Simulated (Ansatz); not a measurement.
WC (WC type, space group P-6m2)

```xyz
2
Lattice="2.9220 0.0000 0.0000 -1.4610 2.5305 0.0000 0.0000 0.0000 2.8473" Properties=species:S:1:pos:R:3 pbc="T T T"
W      0.0000     0.0000     0.0000
C      1.4610     0.8435     1.4236
```

E(V) scan at fixed shape, V₀ the volume above. Symmetry pins the atoms to their sites.

Computed with PBE (plane waves to 420 eV, PAW, scalar-relativistic; Ansatz, a program for electronic structure). k mesh 18×18×16 (Γ-centred), Fermi-Dirac smearing 0.05 eV. E stands for the smeared free energy. With the shape held, the modulus is that of even scaling; a crystal free to change shape is softer. Spin-orbit coupling is left out, though W is heavy. The PAW data are Ansatz's earlier set. WC is run without spin polarisation. WC was relaxed with its symmetry unable to fall. ΔE is measured from the relaxed starting cell.

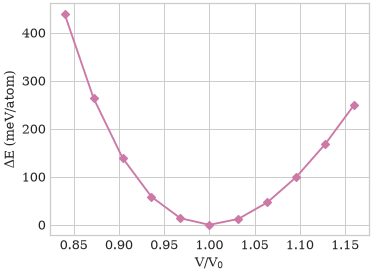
ΔE (meV/atom) against V/V₀; markers are the computed points, lines only join them.

The equilibrium volume of the fit is 10.53 Å³/atom. The energy cost of the largest expansion comes out as 250 meV/atom, the pressure derivative B₀′ (fit) is 4.2 and the bulk modulus at fixed cell shape B₀ (third-order Birch-Murnaghan fit) is 385 GPa. The pressure for 5 % compression (fit) is 22.0 GPa.

Check by three points about V = 10.526 Å³/atom, step 0.674: d²E/dV² ≈ (58 − 2·0 + 47) meV / 0.674² = 0.231 eV/Å⁶, and V·d²E/dV² × 160.2 = 390 GPa.

(A scan under strain: stresses follow from slopes of the energy per volume, elastic moduli from its curvatures.)
